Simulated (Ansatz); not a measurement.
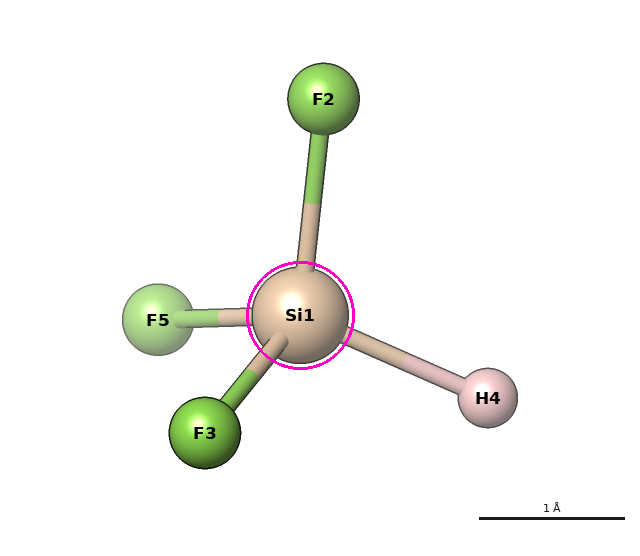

Orthographic view. Atoms fade into the background with distance from the viewer. Computed geometry: PBE0-D4/def2-TZVP optimisation.

Question: Which atoms are bonded to the circled atom?

Answer: The circled atom is Si1; it is bonded to F2, F3, H4, F5.

Question: Which atom is farthest from the viewer?

Answer: F5, 1.2 Å behind the mean position.

Question: Which atom is nearest the viewer?

Answer: F3, 1.2 Å in front of the mean position.
